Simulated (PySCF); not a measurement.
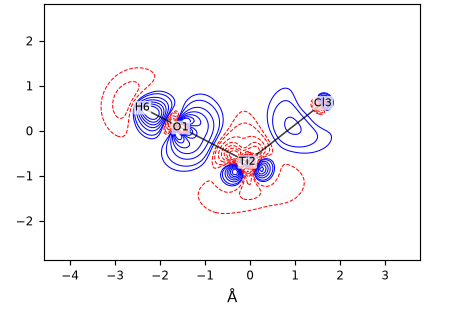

*Cl3HOTi, SMILES `O[Ti](Cl)(Cl)Cl`. Deformation density (molecule less spherical, spin-averaged free atoms) in the plane of O1, Ti2, Cl3 and H6; contours at ±0.05 to ±0.8 e/Å³; solid blue lines: gain, dashed red lines: loss.*

Level of theory: B3LYP/def2-TZVP (PySCF), at a geometry from GFN2-xTB. This is a single-reference result, which may miss multireference character in this system. No frequency check shows the geometry to be a minimum. GFN2-xTB bond lengths at metals and heavier atoms can be off by up to 0.1 Å and shapes distorted, which carries into these values.

Question: Describe the bonding that the map shows.

Answer: O1–H6: +0.74 e/Å³ at the bond critical point (bond length 0.96 Å, Mayer order 0.9). Ti2–Cl3: +0.16 e/Å³ at the bond critical point (bond length 2.13 Å, Mayer order 1.1). O1–Ti2: +0.07 e/Å³ at the bond critical point (bond length 1.67 Å, Mayer order 1.1); up to 0.6 Å beside the axis the gain reaches +0.29 e/Å³. In all, 1.3 electrons gather in the regions of gain relative to the promolecule. A small or negative value marks a very polar bond, one between electron-rich atoms, whose free-atom densities already overlap strongly, a long bond to a heavier atom, or a closed-shell contact such as a hydrogen bond.

Question: Where do the Hirshfeld charges lie?

Answer: The highest Hirshfeld charge is on Ti2 (+0.49 e), the lowest on O1 (−0.30 e).

```tsv
atom	charge (e)
O1	−0.30
Ti2	+0.49
Cl3	−0.14
Cl4	−0.14
Cl5	−0.14
H6	+0.22
```
